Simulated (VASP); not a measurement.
# A VASP study of RbAgBr2 (optB86b-vdW): structure first, properties next, part 4 of 5

What structure does RbAgBr2 take at this level, and what are its properties? The cell is invented: it takes the structure of a Materials Project entry for RbBr (space group 221 there), with some of its atoms replaced by other elements, volume scaled by an estimate. It may not be a known or stable phase.

VASP 6.6.1, plane waves and PAW; the level of theory is named at each step.

So far, gap on the k-mesh (eV): step 2 (rough relaxation of the start cell) 1.72; step 3 (full relaxation (optB86b-vdW)) 1.76; step 6 (total and projected DOS (optB86b-vdW)) 1.77.

**8. Zone-centre phonons (optB86b-vdW)**

This step: optB86b-vdW; plane waves and PAW (Ag, Rb_sv, Br); invented cell (VASP 6.6.1).

Zone-centre modes test whether the atoms sit at a minimum within this cell. IBRION = 6 takes the force constants from differences of forces between displaced cells, so the forces must be tight.

Contents of INCAR:

```
SYSTEM = RbAgBr2
PREC = Accurate
ENCUT = 400
EDIFF = 1E-08
NELM = 100
ISMEAR = -1
SIGMA = 0.05
LREAL = .FALSE.
ALGO = Normal
GGA = MK
AGGAC = 0
LUSE_VDW = .TRUE.
PARAM1 = 0.1234
PARAM2 = 1
LASPH = .TRUE.
NBANDS = 23
LORBIT = 11
LWAVE = .FALSE.
LCHARG = .FALSE.
KPAR = 2
IBRION = 6
NFREE = 2
POTIM = 0.015
ISIF = 2
NSW = 1
```

Contents of POSCAR:

```
RbAgBr2
1.0
    3.7516948035      0.0000000000      0.0000000000
    0.0000000000      3.7516948035      0.0000000000
    0.0000000000      0.0000000000      7.7717625749
Ag Rb Br
1 1 2
Direct
    0.0000000000      0.0000000000      0.5000000000
    0.0000000000      0.0000000000      0.0000000000
    0.5000000000      0.5000000000      0.7224232091
    0.5000000000      0.5000000000      0.2775767909
```

Contents of KPOINTS:

```
Automatic mesh
0
Gamma
6 6 3
0 0 0
```

PAW data sets: Ag, Rb_sv and Br (PBE family, release 64).

Started as:

```
> mpirun -np 2 vasp_std
```

Log:

```text
[... set-up lines as in an earlier step ...]
 entering main loop
       N       E                     dE             d eps       ncg     rms          rms(c)
DAV:   1     0.192501620233E+03    0.19250E+03   -0.13674E+04   920   0.109E+03
DAV:   2     0.831041602875E+01   -0.18419E+03   -0.17597E+03  1190   0.226E+02
DAV:   3    -0.246273509035E+01   -0.10773E+02   -0.10721E+02  1221   0.574E+01
DAV:   4    -0.267576369271E+01   -0.21303E+00   -0.21291E+00  1330   0.745E+00
DAV:   5    -0.267848292052E+01   -0.27192E-02   -0.27191E-02  1199   0.775E-01    0.528E+00
DAV:   6    -0.214316792874E+01    0.53531E+00   -0.10014E+00  1034   0.974E+00    0.348E+00
DAV:   7    -0.211209153018E+01    0.31076E-01   -0.47145E-01  1060   0.410E+00    0.189E+00
DAV:   8    -0.211148843178E+01    0.60310E-03   -0.41464E-02  1081   0.178E+00    0.477E-01
DAV:   9    -0.211139517106E+01    0.93261E-04   -0.44877E-03  1123   0.863E-01    0.116E-01
DAV:  10    -0.211155502500E+01   -0.15985E-03   -0.92664E-04  1133   0.230E-01    0.464E-02
DAV:  11    -0.211161911852E+01   -0.64094E-04   -0.19222E-04  1313   0.143E-01    0.294E-02
DAV:  12    -0.211161233083E+01    0.67877E-05   -0.49912E-05  1123   0.601E-02    0.824E-03
DAV:  13    -0.211161246677E+01   -0.13594E-06   -0.75503E-06  1158   0.139E-02    0.379E-03
DAV:  14    -0.211161257432E+01   -0.10756E-06   -0.53939E-07  1116   0.880E-03    0.156E-03
DAV:  15    -0.211161248290E+01    0.91422E-07   -0.14872E-07  1123   0.547E-03    0.300E-04
DAV:  16    -0.211161249967E+01   -0.16768E-07   -0.39117E-08  1157   0.123E-03    0.169E-04
DAV:  17    -0.211161250074E+01   -0.10700E-08   -0.25043E-09   719   0.541E-04
   1 F= -.21116125E+01 E0= -.21116125E+01  d E =-.226736E-08
 Found     6 degrees of freedom:
 Finite differences POTIM= 0.01500 DOF=   6
 bond charge predicted
       N       E                     dE             d eps       ncg     rms          rms(c)
DAV:   1    -0.211084020464E+01    0.77230E-03   -0.15883E+00  1472   0.541E+00    0.586E-02
DAV:   2    -0.211163145572E+01   -0.79125E-03   -0.83672E-03  1773   0.580E-01    0.154E-02
DAV:   3    -0.211163736337E+01   -0.59076E-05   -0.84472E-05  1787   0.502E-02    0.937E-03
DAV:   4    -0.211163734908E+01    0.14283E-07   -0.35869E-06  1886   0.105E-02    0.381E-03
DAV:   5    -0.211163751707E+01   -0.16799E-06   -0.75984E-07  1738   0.448E-03    0.847E-04
DAV:   6    -0.211163752461E+01   -0.75361E-08   -0.25424E-08  1729   0.869E-04
   2 F= -.21116375E+01 E0= -.21116375E+01  d E =-.226508E-08
[... from here on, the cycles between the ionic steps are left out ...]
   3 F= -.21116375E+01 E0= -.21116375E+01  d E =-.227227E-08
   4 F= -.21114614E+01 E0= -.21114614E+01  d E =-.228473E-08
   5 F= -.21114614E+01 E0= -.21114614E+01  d E =-.228562E-08
   6 F= -.21114342E+01 E0= -.21114342E+01  d E =-.227262E-08
   7 F= -.21114342E+01 E0= -.21114342E+01  d E =-.227947E-08
   8 F= -.21112877E+01 E0= -.21112877E+01  d E =-.228345E-08
   9 F= -.21112877E+01 E0= -.21112877E+01  d E =-.228474E-08
  10 F= -.21115819E+01 E0= -.21115819E+01  d E =-.226601E-08
  11 F= -.21115819E+01 E0= -.21115819E+01  d E =-.226614E-08
  12 F= -.21111316E+01 E0= -.21111316E+01  d E =-.222998E-08
 Finite differences progress:
  Degree of freedom:   6/  6
  Displacement:        1/  2
  Total:              11/ 12
 bond charge predicted
       N       E                     dE             d eps       ncg     rms          rms(c)
DAV:   1    -0.210858063430E+01    0.25510E-02   -0.12659E+00   920   0.474E+00    0.318E-01
DAV:   2    -0.211154338268E+01   -0.29627E-02   -0.32395E-02  1102   0.862E-01    0.134E-01
DAV:   3    -0.211146060011E+01    0.82783E-04   -0.31809E-04  1216   0.104E-01    0.911E-02
DAV:   4    -0.211140750343E+01    0.53097E-04   -0.24371E-04  1117   0.848E-02    0.280E-02
DAV:   5    -0.211141120558E+01   -0.37022E-05   -0.44090E-05  1032   0.325E-02    0.101E-02
DAV:   6    -0.211141054759E+01    0.65799E-06   -0.20298E-06  1197   0.932E-03    0.344E-03
DAV:   7    -0.211141053283E+01    0.14756E-07   -0.78302E-07  1109   0.479E-03    0.146E-03
DAV:   8    -0.211141056931E+01   -0.36478E-07   -0.86574E-08  1137   0.195E-03    0.730E-04
DAV:   9    -0.211141057433E+01   -0.50140E-08   -0.12355E-08   727   0.712E-04
  13 F= -.21114106E+01 E0= -.21114106E+01  d E =-.232025E-08
 Finite differences progress:
  Degree of freedom:   6/  6
  Displacement:        2/  2
  Total:              12/ 12
```

Wall time 9.4 min (2 MPI ranks of AMD EPYC 7R43, shared host); peak memory 0.86 GiB; 19 min of CPU time.

From OUTCAR (step 8):

```text
   NELECT =      34.0000    total number of electrons

 E-fermi :   2.4454

 k-point     1 :       0.0000    0.0000    0.0000
  band No.  band energies     occupation
    ...
     13       0.7218      2.00000
     14       0.7218      2.00000
     15       0.7374      2.00000
     16       1.4028      2.00000
     17       1.4028      2.00000
     18       3.2722      0.00000
     19       6.6062      0.00000
     20       6.8689      0.00000
     21       7.0502      0.00000
     22       9.6634      0.00000
    ...

Total vdW correction in eV:      6.5227304

  Total       -0.0113920     -0.0113920      0.0232068      0.0000000      0.0000000      0.0000000
  in kB       -0.1668535     -0.1668535      0.3399001      0.0000000      0.0000000      0.0000000
  external PRESSURE =       0.0020644 kB  Pullay stress =       0.0000000 kB

 POSITION                                       TOTAL-FORCE (eV/Angst)
 -----------------------------------------------------------------------------------
      0.00000      0.00000      3.88588         0.000000      0.000000     -0.000650
      0.00000      0.00000      0.00000         0.000000      0.000000     -0.011908
      1.87585      1.87585      5.59950        -0.000000      0.000000      0.036519
      1.87585      1.87585      2.15726        -0.000000      0.000000     -0.023960
 -----------------------------------------------------------------------------------
    total drift:                                0.000000     -0.000000     -0.000375

  FREE ENERGIE OF THE ION-ELECTRON SYSTEM (eV)
  ---------------------------------------------------
  free  energy   TOTEN  =        -2.1114105743 eV

  energy  without entropy=       -2.1114105720  energy(sigma->0) =       -2.11141057

Total vdW correction in eV:      6.5227291

 Eigenvectors and eigenvalues of the dynamical matrix
 ----------------------------------------------------

   1 f  =    4.005511 THz    25.167367 2PiTHz  133.609459 cm-1    16.565454 meV
             X         Y         Z           dx          dy          dz
      0.000000  0.000000  3.885881    -0.000000    0.000000   -0.000000
      0.000000  0.000000  0.000000    -0.000000   -0.000000   -0.000000
      1.875847  1.875847  5.614502     0.000000    0.000000   -0.707107
      1.875847  1.875847  2.157261     0.000000    0.000000    0.707107

   2 f  =    3.300687 THz    20.738828 2PiTHz  110.099069 cm-1    13.650539 meV
             X         Y         Z           dx          dy          dz
      0.000000  0.000000  3.885881    -0.000000    0.000000   -0.344338
      0.000000  0.000000  0.000000     0.000000   -0.000000    0.870262
      1.875847  1.875847  5.614502     0.000000    0.000000   -0.249073
      1.875847  1.875847  2.157261    -0.000000    0.000000   -0.249073

   3 f  =    2.621283 THz    16.470009 2PiTHz   87.436602 cm-1    10.840752 meV
             X         Y         Z           dx          dy          dz
      0.000000  0.000000  3.885881     0.014109    0.028181   -0.000000
      0.000000  0.000000  0.000000    -0.367100   -0.733213   -0.000000
      1.875847  1.875847  5.614502     0.180927    0.361368   -0.000000
      1.875847  1.875847  2.157261     0.180927    0.361368   -0.000000

   4 f  =    2.621283 THz    16.470009 2PiTHz   87.436602 cm-1    10.840752 meV
             X         Y         Z           dx          dy          dz
      0.000000  0.000000  3.885881     0.028181   -0.014109    0.000000
      0.000000  0.000000  0.000000    -0.733213    0.367100    0.000000
      1.875847  1.875847  5.614502     0.361368   -0.180927    0.000000
      1.875847  1.875847  2.157261     0.361368   -0.180927   -0.000000

   5 f  =    1.728551 THz    10.860808 2PiTHz   57.658266 cm-1     7.148711 meV
             X         Y         Z           dx          dy          dz
      0.000000  0.000000  3.885881    -0.000000   -0.000000   -0.762188
      0.000000  0.000000  0.000000    -0.000000   -0.000000   -0.040058
      1.875847  1.875847  5.614502     0.000000   -0.000000    0.456872
      1.875847  1.875847  2.157261    -0.000000   -0.000000    0.456872

   6 f  =    0.031556 THz     0.198270 2PiTHz    1.052585 cm-1     0.130504 meV
             X         Y         Z           dx          dy          dz
      0.000000  0.000000  3.885881    -0.180968   -0.553065    0.000000
      0.000000  0.000000  0.000000    -0.149259   -0.456159    0.000000
      1.875847  1.875847  5.614502    -0.144367   -0.441207    0.000000
      1.875847  1.875847  2.157261    -0.144367   -0.441207    0.000000

   7 f  =    0.031556 THz     0.198270 2PiTHz    1.052585 cm-1     0.130504 meV
             X         Y         Z           dx          dy          dz
      0.000000  0.000000  3.885881     0.553065   -0.180968    0.000000
      0.000000  0.000000  0.000000     0.456159   -0.149259    0.000000
      1.875847  1.875847  5.614502     0.441207   -0.144367    0.000000
      1.875847  1.875847  2.157261     0.441207   -0.144367    0.000000

   8 f/i=    0.011271 THz     0.070817 2PiTHz    0.375953 cm-1     0.046612 meV
             X         Y         Z           dx          dy          dz
      0.000000  0.000000  3.885881     0.000000   -0.000000   -0.548180
      0.000000  0.000000  0.000000     0.000000   -0.000000   -0.490957
      1.875847  1.875847  5.614502     0.000000   -0.000000   -0.478780
      1.875847  1.875847  2.157261     0.000000   -0.000000   -0.478780

   9 f/i=    0.597260 THz     3.752693 2PiTHz   19.922435 cm-1     2.470066 meV
             X         Y         Z           dx          dy          dz
      0.000000  0.000000  3.885881     0.000000    0.000000    0.000000
      0.000000  0.000000  0.000000     0.000000   -0.000000    0.000000
      1.875847  1.875847  5.614502     0.690961    0.150241    0.000000
      1.875847  1.875847  2.157261    -0.690961   -0.150241    0.000000

  10 f/i=    0.597260 THz     3.752693 2PiTHz   19.922435 cm-1     2.470066 meV
             X         Y         Z           dx          dy          dz
      0.000000  0.000000  3.885881    -0.000000   -0.000000   -0.000000
      0.000000  0.000000  0.000000    -0.000000   -0.000000   -0.000000
      1.875847  1.875847  5.614502    -0.150241    0.690961   -0.000000
      1.875847  1.875847  2.157261     0.150241   -0.690961   -0.000000

  11 f/i=    0.895883 THz     5.629000 2PiTHz   29.883447 cm-1     3.705074 meV
             X         Y         Z           dx          dy          dz
      0.000000  0.000000  3.885881     0.307177   -0.752342    0.000000
      0.000000  0.000000  0.000000    -0.117895    0.288751    0.000000
      1.875847  1.875847  5.614502    -0.131582    0.322273    0.000000
      1.875847  1.875847  2.157261    -0.131582    0.322273    0.000000

  12 f/i=    0.895883 THz     5.629000 2PiTHz   29.883447 cm-1     3.705074 meV
             X         Y         Z           dx          dy          dz
      0.000000  0.000000  3.885881    -0.752342   -0.307177   -0.000000
      0.000000  0.000000  0.000000     0.288751    0.117895   -0.000000
      1.875847  1.875847  5.614502     0.322273    0.131582   -0.000000
      1.875847  1.875847  2.157261     0.322273    0.131582   -0.000000

 ELASTIC MODULI CONTR FROM IONIC RELAXATION (kBar)
 Direction    XX          YY          ZZ          XY          YZ          ZX
 --------------------------------------------------------------------------------
 XX          -2.0071     -2.0071      8.1013      0.0000      0.0000     -0.0000
 YY          -2.0071     -2.0071      8.1013      0.0000      0.0000     -0.0000
 ZZ           8.1013      8.1013    -32.6997      0.0000     -0.0000      0.0000
 XY           0.0000      0.0000      0.0000      0.0000      0.0000      0.0000
 YZ           0.0000      0.0000     -0.0000      0.0000     -0.0000     -0.0000
 ZX          -0.0000     -0.0000      0.0000      0.0000     -0.0000      0.0000
 --------------------------------------------------------------------------------

[... 8 parts as in an earlier step ...]

[... 9 further parts left out ...]
```

The last energy, forces, stress and levels in OUTCAR belong to the last displaced cell, not to the cell of POSCAR.

Numbers from this step:

* bands: 23
* pressure of the cell: -0.01015 GPa
* largest force of the cell: 0.009370 eV/Å

Transverse limit, no LO-TO splitting. The modes at Γ (shares of kinetic energy by element, %) (negative means imaginary):

```
mode  frequency (cm⁻¹)  symmetry  Ag %  Rb %  Br %
   1             -29.9        Eu    66    10    24
   2             -29.9        Eu    66    10    24
   3             -19.9        Eg     0     0   100
   4             -19.9        Eg     0     0   100
   5              -0.4  acoustic    30    24    46
   6               1.1  acoustic    34    23    43
   7               1.1  acoustic    34    23    43
   8              57.7       A2u    58     0    42
   9              87.4        Eu     0    67    33
  10              87.4        Eu     0    67    33
  11             110.1       A2u    12    76    12
  12             133.6       A1g     0     0   100
```

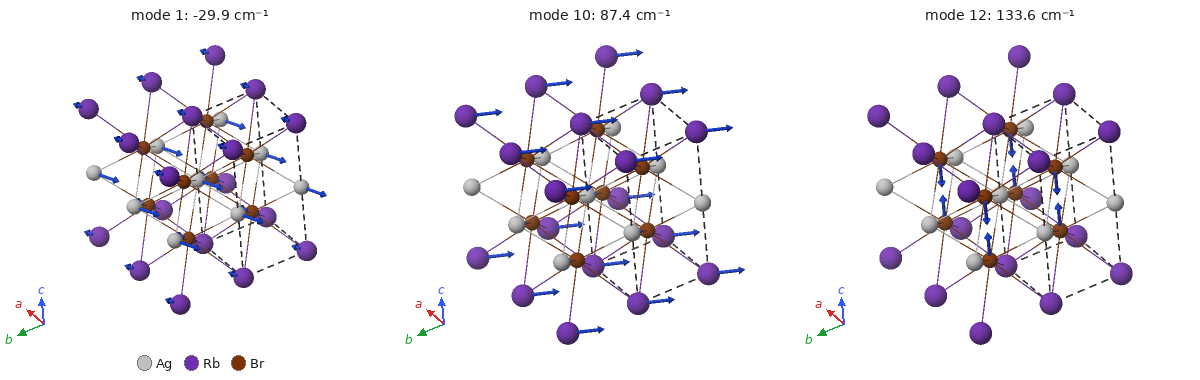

Displacement patterns of modes 1, 10 and 12 at Γ; arrows are exaggerated. 2×2×1 cells are drawn. Some periodic images of atoms are drawn too.

The three acoustic modes lie within 1.1 cm⁻¹ of zero, but 4 optical modes are imaginary, so the cell is a saddle point and not a minimum. By the characters of their eigenvectors the optical modes sort into (cm⁻¹) Raman active: Eg 20i, A1g 134; infrared active: Eu 30i, A2u 58, Eu 87, A2u 110. With a centre of inversion no mode is active in both.

**9. Core-level energies (optB86b-vdW)**

Core levels shift with the potential at each site, so they tell like atoms on unlike sites apart.

INCAR, as its differences from that of step 8:

```diff
@@ -3,3 +3,3 @@
 ENCUT = 400
-EDIFF = 1E-08
+EDIFF = 1E-06
 NELM = 100
@@ -20,6 +20,2 @@
 KPAR = 2
-IBRION = 6
-NFREE = 2
-POTIM = 0.015
-ISIF = 2
-NSW = 1
+ICORELEVEL = 1
```

POSCAR is that of step 8.

KPOINTS is that of step 8.

Started as:

```
> mpirun -np 2 vasp_std
```

Log:

```text
[... set-up lines as in an earlier step ...]
 entering main loop
       N       E                     dE             d eps       ncg     rms          rms(c)
[... 12 cycles as in an earlier step ...]
DAV:  13    -0.211161246677E+01   -0.13594E-06   -0.75503E-06  1158   0.139E-02
   1 F= -.21116125E+01 E0= -.21116125E+01  d E =-.228165E-08
```

Wall time 47 s (2 MPI ranks); peak memory 0.73 GiB.

OUTCAR, selected parts (step 9):

```text
   NELECT =      34.0000    total number of electrons

 the core state eigenenergies are
   1-  1s -25317.7476  2s  -3721.3250  2p  -3336.8308  3s   -676.3510  3p   -550.1168
       3d   -351.1813  4s    -87.8349  4p    -51.3540
   2-  1s -15023.5021  2s  -1999.7664  2p  -1771.7014  3s   -289.8085  3p   -216.6813
       3d    -95.8030
   3-  1s -13306.8517  2s  -1723.4185  2p  -1518.8059  3s   -228.7353  3p   -164.1544
       3d    -57.4174
   4-  1s -13306.8517  2s  -1723.4185  2p  -1518.8059  3s   -228.7353  3p   -164.1544
       3d    -57.4174

 E-fermi :   2.4338

 k-point     1 :       0.0000    0.0000    0.0000
  band No.  band energies     occupation
    ...
     13       0.7231      2.00000
     14       0.7243      2.00000
     15       0.7243      2.00000
     16       1.3907      2.00000
     17       1.3907      2.00000
     18       3.2634      0.00000
     19       6.6324      0.00000
     20       6.8659      0.00000
     21       7.0498      0.00000
     22       9.6473      0.00000
    ...

Total vdW correction in eV:      6.5239692

  Total       -0.0116902     -0.0116902     -0.0237415      0.0000000     -0.0000000      0.0000000
  in kB       -0.1712216     -0.1712216     -0.3477317      0.0000000     -0.0000000      0.0000000
  external PRESSURE =      -0.2300583 kB  Pullay stress =       0.0000000 kB

 POSITION                                       TOTAL-FORCE (eV/Angst)
 -----------------------------------------------------------------------------------
      0.00000      0.00000      3.88588         0.000000      0.000000      0.000000
      0.00000      0.00000      0.00000         0.000000      0.000000      0.000000
      1.87585      1.87585      5.61450         0.000000     -0.000000     -0.009175
      1.87585      1.87585      2.15726         0.000000      0.000000      0.009175
 -----------------------------------------------------------------------------------
    total drift:                                0.000000     -0.000000      0.000000

  FREE ENERGIE OF THE ION-ELECTRON SYSTEM (eV)
  ---------------------------------------------------
  free  energy   TOTEN  =        -2.1116124668 eV

  energy  without entropy=       -2.1116124645  energy(sigma->0) =       -2.11161247

Total vdW correction in eV:      6.5240208

[... 9 parts as in an earlier step ...]

[... 7 further parts left out ...]
```

These are scalar-relativistic Kohn-Sham levels of the ground state, with no core hole, so they are not binding energies.

This step gave:

| Quantity | Value |
| --- | --- |
| SCF cycles | 13 |
| free energy (TOTEN) | -2.112 eV |
| Fermi energy | 2.434 eV |
| pressure | -0.02301 GPa |
| valence top at k | 0.5, 0, 0.3333 |
| gap on the k-mesh | 1.758 eV |
| least direct gap on the k-mesh | 1.873 eV |

Kohn-Sham core levels. Core levels, by row:

```
atom  shell  level below the valence-band top (eV)
 Ag1     1s                                  25319
 Ag1     2s                                   3723
 Ag1     2p                                   3338
 Ag1     3s                                  677.9
 Ag1     3p                                  551.6
 Ag1     3d                                  352.7
 Ag1     4s                                  89.34
 Ag1     4p                                  52.86
 Rb2     1s                                  15025
 Rb2     2s                                   2001
 Rb2     2p                                   1773
 Rb2     3s                                  291.3
 Rb2     3p                                  218.2
 Rb2     3d                                  97.31
 Br3     1s                                  13308
 Br3     2s                                   1725
 Br3     2p                                   1520
 Br3     3s                                  230.2
 Br3     3p                                  165.7
 Br3     3d                                  58.92
 Br4     1s                                  13308
 Br4     2s                                   1725
 Br4     2p                                   1520
 Br4     3s                                  230.2
 Br4     3p                                  165.7
 Br4     3d                                  58.92
```

Atoms of one element give levels within 0.1 eV of each other.

[end of part 4 of 5]

[Lines on the potential files, build, host, timing and source positions are cut from VASP's logs without a mark.]

[Logs are printed without paths, hosts, clocks, repeated set-up lines and the standing remarks that a program may print on its own settings, such as how far it seeks lower states.]

[Hosts, paths, dates, database ids (printed as entryN), source tags and the programs' standing remarks are cut or masked in the printed files.]

[A measured line is paired with the nearest computed mode of its activity, which favours agreement.]
